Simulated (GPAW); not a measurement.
# Core-hole calculation of the Y L₃ edge in YIn (Pm-3m), part 2 of 3

Aim: the near-edge shape at the Y L₃ edge of YIn (Pm-3m), and what the core hole does to it.

GPAW 26.7.0; X-ray absorption from dipole matrix elements to empty bands, plane-wave PAW LDA.

So far. Step 2 (Ground state of the crystal): The mesh shows no gap, so the system is treated as a metal and the core electron is put at the Fermi level (neutral cell). Step 3 (Spectrum without a core hole, Y atom 2): Main maxima below 30 eV (height): 4.2 eV (2.28), 15.0 eV (0.88), 20.4 eV (0.67) and 28.2 eV (0.64). At an L edge the dipole rule selects empty d (and weakly s) states on the absorber, and the strong line at the onset measures the empty part of its d band.

### 5. Spectrum with XCH, Y atom 2

The holes are 6.6 Å apart. In GPAW the data set carries the hole's charge, so charge=0 means a charged cell and charge=-1 a neutral one. The excited electron is kept in the cell, where it fills the lowest empty states and screens the hole. After the field has converged, empty bands are computed with the density fixed and the dipole matrix elements are summed.

File xas.py:

```python
import numpy as np
from ase import Atoms
from ase.parallel import parprint, paropen
from gpaw import GPAW, PW, FermiDirac, Mixer, MixerDif, setup_paths
from gpaw.test import gen
setup_paths.insert(0, '.')
gen('Y', name='fch2p', xcname='LDA', corehole=(2, 1, 1), write_xml=True)
from gpaw.mpi import world
world.barrier()

atoms = Atoms('In4Y4',
    cell=[[3.81, 3.81, 3.81],
     [-3.81, 3.81, -3.81],
     [-3.81, 3.81, 3.81]],
    scaled_positions=[[0, 0, 0],
     [0.5, 0.5, 0],
     [0, 0.5, 0.5],
     [0.5, 0, 0.5],
     [0.5, 0, 0],
     [0, 0.5, 0],
     [0.5, 0.5, 0.5],
     [0, 0, 0.5]],
    pbc=True)
atoms.calc = calc = GPAW(legacy_gpaw=True, mode=PW(430), xc='LDA', setups={4: 'fch2p'},
    kpts={'size': (5, 5, 5), 'gamma': True}, occupations=FermiDirac(0.1),
    charge=-1, mixer=Mixer(0.1, 5, 50), maxiter=150,
    convergence={'density': 0.0001}, txt='scf.txt')
energy = atoms.get_potential_energy() + calc.get_reference_energy()
ef = calc.get_fermi_level()
out = dict(energy=energy, fermi=ef, forces=atoms.get_forces().tolist())
parprint(f'all-electron energy {energy:.4f} eV, Fermi level {ef:.4f} eV')
ev = np.array([[calc.get_eigenvalues(k, s) for k in range(len(calc.get_ibz_k_points()))] for s in range(calc.get_number_of_spins())])
out['homo'], out['lumo'], out['counts'] = ev[ev < ef].max(), ev[ev > ef].min(), sorted(set((ev < ef).sum((0, 2)).tolist()))
out['filled'] = (ev[:, 0] < ef).sum(1).tolist()

from ase.units import Ha
from gpaw.xas import dipole_matrix_elements
nb = int(calc.get_number_of_electrons() / 2) + 154
top, nb = nb, nb + 8 + nb // 12
nscf = calc.fixed_density(kpts={'size': (5, 5, 5), 'gamma': True}, nbands=nb,
    convergence={'bands': top, 'eigenstates': 1e-5}, maxiter=60, txt='nscf.txt')
cell = atoms.cell.array
ops = [cell.T @ U.T @ np.linalg.inv(cell.T) for U in nscf.wfs.kd.symmetry.op_scc]
E = np.arange(-6, 34, 0.1)
fwhm = np.interp(E, [4, 25], [1.5, 3.5])
Y, X, zero, highest = 0, 0, 1e9, 1e9
for spin in range(nscf.get_number_of_spins()):
    wfs = nscf.wfs
    A = dipole_matrix_elements(wfs.setups[4])
    eps = np.zeros((wfs.kd.nibzkpts, nb))
    d = np.zeros((3, A.shape[1], wfs.kd.nibzkpts, nb), complex)
    for kpt in wfs.kpt_u:
        if kpt.s == spin and 4 in kpt.P_ani:
            eps[kpt.k] = kpt.eps_n * Ha
            d[:, :, kpt.k] = (kpt.weight * wfs.nspins / 2) ** 0.5 * np.inner(A, kpt.P_ani[4])
    world.sum(eps)
    world.sum(d)
    T = np.einsum('amkn,bmkn->abkn', d, d.conj()).real
    T = sum(np.einsum('ai,ijkn,bj->abkn', R, T, R) for R in ops) / len(ops)
    empty = eps > ef
    zero, highest = min(zero, eps[empty].min()), min(highest, eps[:, top - 1].min())
    lines = [(eps, T, empty)] if spin == 0 else lines + [(eps, T, empty)]
for eps, T, empty in lines:
    f = np.einsum('aakn->akn', T).reshape(3, -1)
    x = eps.ravel() - zero
    w = np.interp(x, E, fwhm) / 2.35482
    g = np.exp(-0.5 * ((E[:, None] - x) / w) ** 2) / (w * (2 * np.pi) ** 0.5)
    Y = Y + (f * empty.ravel()) @ g.T
    X = X + (f * ~empty.ravel()) @ g.T
out.update(E=E.round(2).tolist(), xas=Y.tolist(), xes=X.tolist(), zero=zero, valid=highest - zero, nk=len(eps), nb=nb)
for i in range(0, len(E), 10):
    parprint(f'{E[i]:7.2f}', *(f'{v:10.3e}' for v in Y[:, i]))
import json
with paropen('out.json', 'w') as f:
    json.dump(out, f)
```

The run is started by

```sh
$ OMP_NUM_THREADS=1 mpirun -n 4 gpaw python xas.py
```

Numbers of over 12 decimals in the logs are rounded to 6 here.

The log of the run:

```text
Input parameters:
  charge: -1
  convergence: {density: 0.0001}
  kpts: {gamma: True,
         size: (5, 5, 5)}
  maxiter: 150
  mixer: {backend: pulay,
          beta: 0.1,
          method: separate,
          nmaxold: 5,
          weight: 50}
  mode: {ecut: 430.0,
         name: pw}
  occupations: {fixmagmom: False,
                name: fermi-dirac,
                width: 0.1}
  setups: {4: fch2p}

Initialize ...

[... PAW data sets ...]

Reference energy: -1005183.419213  # eV

Spin-paired calculation

[... convergence settings ...]
Symmetries present (total): 12
  [... symmetry matrices ...]

125 k-points: 5 x 5 x 5 Monkhorst-Pack grid
19 k-points in the irreducible part of the Brillouin zone
       k-points in crystal coordinates                weights
   0:     0.00000000    0.00000000    0.00000000          1/125
   1:     0.00000000    0.20000000    0.20000000          6/125
   2:     0.00000000    0.40000000   -0.20000000          6/125
   3:     0.00000000    0.40000000    0.20000000          6/125
   4:     0.00000000    0.40000000    0.40000000          6/125
   5:     0.20000000   -0.40000000    0.40000000          2/125
   6:     0.20000000    0.00000000    0.20000000          6/125
   7:     0.20000000    0.20000000    0.20000000          6/125
   8:     0.20000000    0.20000000    0.40000000         12/125
   9:     0.20000000    0.40000000   -0.20000000          6/125
          ...
  18:     0.40000000    0.40000000    0.40000000          6/125

Wave functions: Plane wave expansion
  Cutoff energy: 430.000 eV
  Number of coefficients (min, max): 4417, 4499
  Pulay-stress correction: 0.000000 eV/Ang^3 (de/decut=0.000000)
  Using FFTW library
  Wavefunction extrapolation:
    Improved wavefunction reuse through dual PAW basis

Occupation numbers: Fermi-Dirac:
  width: 0.1000  # eV

Eigensolver
   Davidson(niter=2)

Densities:
  Coarse grid: 32*32*32 grid
  Fine grid: 64*64*64 grid
  Total Charge: 0.000000

Density mixing:
  Method: separate
  Backend: pulay
  Linear mixing parameter: 0.1
  old densities: 5
  Width of damping distribution: 1.1
  Damping of long wavelength oscillations: 50

[... Hamiltonian set-up ...]
Number of atoms: 8
Number of atomic orbitals: 88
Number of bands in calculation: 63
Number of valence electrons: 97
Bands to converge: occupied

... initialized

Initializing position-dependent things.

Density initialized from atomic densities
Creating initial wave functions:
  63 bands from LCAO basis set

                   In
               Y

             Y        Y

          In       In

                 In
             Y

Atomic positions and initial magnetic moments

Positions:
   0 In     0.000000    0.000000    0.000000    ( 0.0000,  0.0000,  0.0000)
   1 In     0.000000    3.810000    0.000000    ( 0.0000,  0.0000,  0.0000)
   2 In    -3.810000    3.810000    0.000000    ( 0.0000,  0.0000,  0.0000)
   3 In     0.000000    3.810000    3.810000    ( 0.0000,  0.0000,  0.0000)
   4 Y      1.905000    1.905000    1.905000    ( 0.0000,  0.0000,  0.0000)
   5 Y     -1.905000    1.905000   -1.905000    ( 0.0000,  0.0000,  0.0000)
   6 Y     -1.905000    5.715000    1.905000    ( 0.0000,  0.0000,  0.0000)
   7 Y     -1.905000    1.905000    1.905000    ( 0.0000,  0.0000,  0.0000)

Unit cell:
           periodic     x           y           z      points  spacing
  1. axis:    yes    3.810000    3.810000    3.810000    32     0.1684
  2. axis:    yes   -3.810000    3.810000   -3.810000    32     0.1684
  3. axis:    yes   -3.810000    3.810000    3.810000    32     0.1684

  Lengths:   6.599114   6.599114   6.599114
  Angles:   70.528779  70.528779 109.471221

Effective grid spacing dv^(1/3) = 0.1890

iter:   1   -57.668190
iter:   2   -49.470997   -0.98  -1.03
iter:   3   -49.112806   -2.21  -1.43
iter:   4   -48.488868   -1.46  -1.48
iter:   5   -48.484794   -2.51  -1.79
iter:   6   -48.570101   -2.84  -1.84
iter:   7   -48.451847   -2.51  -1.82
iter:   8   -48.453414   -3.85  -2.55
iter:   9   -48.451043c  -3.04  -2.54
iter:  10   -48.453325c  -3.45  -2.96
iter:  11   -48.449445c  -4.15  -2.86
iter:  12   -48.449759c  -5.60  -3.16
iter:  13   -48.449316c  -4.47  -3.08
iter:  14   -48.449043c  -4.62  -3.18
iter:  15   -48.449061c  -5.38  -3.67
iter:  16   -48.449058c  -6.54  -3.90
iter:  17   -48.449092c  -5.44  -3.98
iter:  18   -48.449087c  -6.97  -4.07c
iter:  19   -48.449072c  -6.40  -4.15c
iter:  20   -48.449072c  -7.78c -4.50c

Converged after 20 iterations.

Dipole moment: (0.000000, -0.000000, -0.000000) |e|*Ang

Energy contributions relative to reference atoms: (reference = -1005183.419213)

Kinetic:        +14.409683
Potential:      -13.750646
External:        +0.000000
XC:             -49.392697
Entropy (-ST):   -0.231997
Local:           +0.400587
SIC:             +0.000000
--------------------------
Free energy:    -48.565071
Extrapolated:   -48.449072

Showing only first 2 kpts
 Kpt  Band  Eigenvalues  Occupancy
  0    46      6.36209    1.99807
  0    47      6.36209    1.99807
  0    48      6.54330    1.98827
  0    49      6.67807    1.95559

  1    46      6.42179    1.99650
  1    47      6.50582    1.99192
  1    48      7.01004    1.22846
[...]
Fermi level: 7.05655

No gap
No difference between direct/indirect transitions

Forces in eV/Ang:
  0 In    0.00000    0.00000    0.00000
  1 In    0.00000    0.00000    0.00000
  2 In    0.00000   -0.00000    0.00000
  3 In   -0.00000   -0.00000    0.00000
  4 Y     0.00000    0.00000    0.00000
  5 Y    -0.00000    0.00000   -0.00000
  6 Y    -0.00000    0.00000   -0.00000
  7 Y     0.00000    0.00000   -0.00000
Scalar-relativistic atomic LDA calculation for Y (Yttrium, Z=39)
Core hole in 2p state (2p occupation: 5.0)
750 radial gridpoints.
|------------------------------------------------|
|------------------------------------------------|
[... the atom generator's iteration count ...]

Energy contributions:
-------------------------
Kinetic:    +3390.169410
XC:          -101.586326
Potential:  -6591.707672
-------------------------
Total:      -3303.124588

state      eigenvalue         ekin         rmax
-----------------------------------------------
1s^2.0 :  -624.020649   785.933785        0.025
2s^2.0 :   -88.104979   159.718374        0.140
2p^5.0 :   -79.278025   154.656858        0.112
3s^2.0 :   -14.821145    41.563665        0.416
3p^6.0 :   -11.851076    38.628153        0.408
3d^10.0:    -6.902769    34.281661        0.347
4s^2.0 :    -2.317952     8.978980        1.088
4p^6.0 :    -1.537864     7.230238        1.182
4d^1.0 :    -0.465087     3.600285        1.531
5s^2.0 :    -0.408502     1.464135        2.930
5p^0.0 :    -0.262947     1.007025        3.543
-----------------------------------------------
(units: Bohr and Hartree)

Generating PAW setup
Kinetic energy of the core from tauc = 3378.447297
Cutoffs:
rc(s)=2.510
rc(p)=2.490
rc(d)=2.430
rc(vbar)=2.450
rc(comp)=2.410
rc(nct)=2.510

Kinetic energy of the core states: 3322.301470
Charge: 1.0
Core electrons: 27.0
Valence electrons: 11.0
Pseudo-core charge: 0.001449
Shape function alpha=1.722
Pseudo-electron charge 6.524097
state    eigenvalue         norm
--------------------------------
4s(2) :    -2.317952     0.579399
5s(2) :    -0.408502     0.963008
4p(6) :    -1.537864     0.451215
5p(0) :    -0.262947     0.957472
4d(1) :    -0.465087     0.730544
*d    :     0.534913
--------------------------------

Diagonalizing with gridspacing h=0.050

state   all-electron     PAW
-------------------------------
4s:      -2.317952    -2.318410
4p:      -1.537864    -1.538528
4d:      -0.465087    -0.465594
*f:                   -0.036509
-------------------------------
all-electron energy -1005231.8683 eV, Fermi level 7.0566 eV
[...]
31.00  9.393e-06  9.393e-06  9.393e-06
  32.00  8.962e-06  8.962e-06  8.962e-06
  33.00  9.488e-06  9.488e-06  9.488e-06
```

It took 2.4 min on 4 MPI ranks of Arm Neoverse V2, shared host; peak memory 0.45 GiB; 9.5 min of CPU time.

The Y L₃ spectrum, Y atom 2, excited-electron core hole (neutral cell) (energy from the lowest empty level; intensity scaled to a mean of 1 over the first 20 eV):

```csv
E (eV),intensity
-2.0,0.00
-0.5,0.88
1.0,3.20
2.5,1.75
4.0,1.90
5.5,1.08
7.0,0.69
8.5,0.50
10.0,0.35
11.5,0.40
13.0,0.56
14.5,0.80
16.0,0.68
17.5,0.55
19.0,0.58
20.5,0.61
22.0,0.59
23.5,0.53
25.0,0.51
26.5,0.57
28.0,0.59
29.5,0.53
31.0,0.45
```

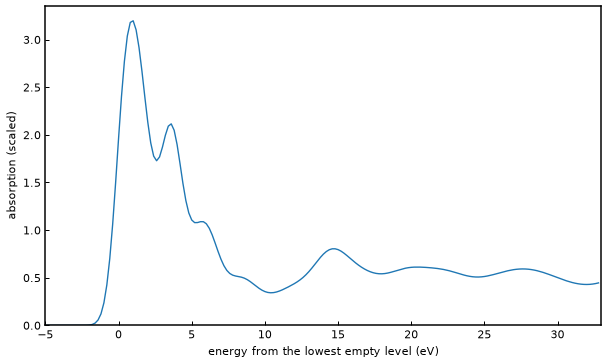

The Y L₃ edge, Y atom 2, excited-electron core hole (neutral cell): main maxima at 1.0, 3.6 and 14.8 eV.

Main maxima below 30 eV (height): 1.0 eV (3.20), 3.6 eV (2.12), 14.8 eV (0.80), 20.4 eV (0.61) and 27.6 eV (0.59). 

### 6. Spectrum with FCH, Y atom 2

The holes are 6.6 Å apart. In GPAW the data set carries the hole's charge, so charge=0 means a charged cell and charge=-1 a neutral one. The excited electron is left out and a uniform background balances the charge. After the field has converged, empty bands are computed with the density fixed and the dipole matrix elements are summed.

Changed against the first core-hole run: core hole to FCH.

xas.py: that of step 5 with these lines changed.

```diff
@@ -25,3 +25,3 @@
     kpts={'size': (5, 5, 5), 'gamma': True}, occupations=FermiDirac(0.1),
-    charge=-1, mixer=Mixer(0.1, 5, 50), maxiter=150,
+    charge=0, mixer=Mixer(0.1, 5, 50), maxiter=150,
     convergence={'density': 0.0001}, txt='scf.txt')
```

The log of the run:

```text
Input parameters:
  convergence: {density: 0.0001}
  kpts: {gamma: True,
         size: (5, 5, 5)}
  maxiter: 150
  mixer: {backend: pulay,
          beta: 0.1,
          method: separate,
          nmaxold: 5,
          weight: 50}
  mode: {ecut: 430.0,
         name: pw}
  occupations: {fixmagmom: False,
                name: fermi-dirac,
                width: 0.1}
  setups: {4: fch2p}

Initialize ...

[...]
*d    :     0.534913
--------------------------------

Diagonalizing with gridspacing h=0.050

state   all-electron     PAW
-------------------------------
4s:      -2.317952    -2.318410
4p:      -1.537864    -1.538528
4d:      -0.465087    -0.465594
*f:                   -0.036509
-------------------------------
all-electron energy -1005238.8809 eV, Fermi level 6.8871 eV
[...]
32.00  8.944e-06  8.944e-06  8.944e-06
  33.00  9.263e-06  9.263e-06  9.263e-06
[key lines of the parts left out:]
Converged after 17 iterations.
Dipole moment: (0.000000, -0.000000, -0.000000) |e|*Ang
Free energy:    -55.545027
Fermi level: 6.88712
```

Run time: 2.3 min. Hardware: 4 MPI ranks; peak memory 0.44 GiB; 9.2 min of CPU time.

```csv
E (eV),first run,this run
-2.0,0.00,0.00
-1.0,0.24,0.16
0.0,1.96,1.74
1.0,3.20,3.33
2.0,2.13,2.28
3.0,1.87,1.75
4.0,1.90,1.93
5.0,1.11,1.10
6.0,1.07,1.05
7.0,0.69,0.75
8.0,0.52,0.51
9.0,0.46,0.47
10.0,0.35,0.36
11.0,0.36,0.34
12.0,0.44,0.41
13.0,0.56,0.52
14.0,0.75,0.70
15.0,0.80,0.79
16.0,0.68,0.70
17.0,0.58,0.59
18.0,0.54,0.54
19.0,0.58,0.56
20.0,0.61,0.60
21.0,0.61,0.60
22.0,0.59,0.59
23.0,0.56,0.56
24.0,0.51,0.52
25.0,0.51,0.50
26.0,0.55,0.54
27.0,0.58,0.57
28.0,0.59,0.59
29.0,0.56,0.56
30.0,0.50,0.51
31.0,0.45,0.45
32.0,0.43,0.43
```

The scaled spectrum changes by 6 % r.m.s. The highest intensity below 24 eV goes from 1.0 eV (3.20) to 1.0 eV (3.33).

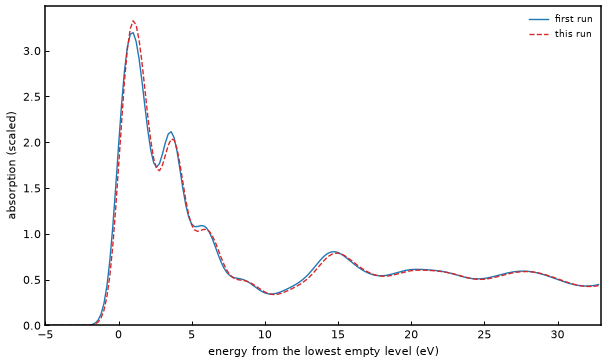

The effect of the change (core hole to FCH).

The photon energy of the zero moves by -0.11 eV.

### 7. Reference energy of the supercell

The cutoff changes for the next run, so it gets a reference energy of its own.

File scf.py:

```python
import numpy as np
from ase import Atoms
from ase.parallel import parprint, paropen
from gpaw import GPAW, PW, FermiDirac, Mixer, MixerDif, setup_paths
from gpaw.test import gen
setup_paths.insert(0, '.')
gen('Y', name='nch2p', xcname='LDA', corehole=(2, 1, 0), write_xml=True)
from gpaw.mpi import world
world.barrier()

atoms = Atoms('In4Y4',
    cell=[[3.81, 3.81, 3.81],
     [-3.81, 3.81, -3.81],
     [-3.81, 3.81, 3.81]],
    scaled_positions=[[0, 0, 0],
     [0.5, 0.5, 0],
     [0, 0.5, 0.5],
     [0.5, 0, 0.5],
     [0.5, 0, 0],
     [0, 0.5, 0],
     [0.5, 0.5, 0.5],
     [0, 0, 0.5]],
    pbc=True)
atoms.calc = calc = GPAW(legacy_gpaw=True, mode=PW(300), xc='LDA', setups={4: 'nch2p'},
    kpts={'size': (5, 5, 5), 'gamma': True}, occupations=FermiDirac(0.1),
    charge=0, mixer=Mixer(0.1, 5, 50), maxiter=150,
    convergence={'density': 0.0001}, txt='scf.txt')
energy = atoms.get_potential_energy() + calc.get_reference_energy()
ef = calc.get_fermi_level()
out = dict(energy=energy, fermi=ef, forces=atoms.get_forces().tolist())
parprint(f'all-electron energy {energy:.4f} eV, Fermi level {ef:.4f} eV')
ev = np.array([[calc.get_eigenvalues(k, s) for k in range(len(calc.get_ibz_k_points()))] for s in range(calc.get_number_of_spins())])
out['homo'], out['lumo'], out['counts'] = ev[ev < ef].max(), ev[ev > ef].min(), sorted(set((ev < ef).sum((0, 2)).tolist()))
out['filled'] = (ev[:, 0] < ef).sum(1).tolist()
import json
with paropen('out.json', 'w') as f:
    json.dump(out, f)
```

The run is started by

```sh
$ OMP_NUM_THREADS=1 mpirun -n 4 gpaw python scf.py
```

The log of the run:

```text
Input parameters:
  convergence: {density: 0.0001}
  kpts: {gamma: True,
         size: (5, 5, 5)}
  maxiter: 150
  mixer: {backend: pulay,
          beta: 0.1,
          method: separate,
          nmaxold: 5,
          weight: 50}
  mode: {ecut: 300.0,
         name: pw}
  occupations: {fixmagmom: False,
                name: fermi-dirac,
                width: 0.1}
  setups: {4: nch2p}

Initialize ...

[...]
5s(2) :    -0.155371     0.971849
4p(6) :    -1.027192     0.548140
5p(0) :    -0.054980     0.976393
4d(1) :    -0.097195     0.865310
*d    :     0.902805
--------------------------------

Diagonalizing with gridspacing h=0.050

state   all-electron     PAW
-------------------------------
4s:      -1.763072    -1.763529
4p:      -1.027192    -1.027856
4d:      -0.097195    -0.097523
*f:                    0.059866
-------------------------------
all-electron energy -1007325.4098 eV, Fermi level 7.1487 eV
[key lines of the parts left out:]
Converged after 22 iterations.
Dipole moment: (-0.000000, -0.000000, -0.000000) |e|*Ang
Free energy:    -36.785455
Fermi level: 7.14873
```

Elapsed: 32 s, on 4 MPI ranks; peak memory 0.23 GiB.

Reference energy: -1007325.410 eV with the cores included.

(Part 2 of 3 ends here.)

[Banner, clock and machine lines of the logs are left out without a mark of their own.]

[Logs are printed without paths, hosts, clocks, repeated set-up lines and the standing remarks that a program may print on its own settings, such as how far it seeks lower states.]

[Hosts, paths, dates, database ids (printed as entryN), source tags and the programs' standing remarks are cut or masked in the printed files.]

[Lists of maxima count a maximum above −3 eV only where it reaches 4 % of the highest in the window and stands out from its surroundings by 2 % of it (1.5 % where it reaches 55 %); shoulders and weaker maxima are passed over, and of the rest the first, up to two pre-edge ones and the few strongest are named.]
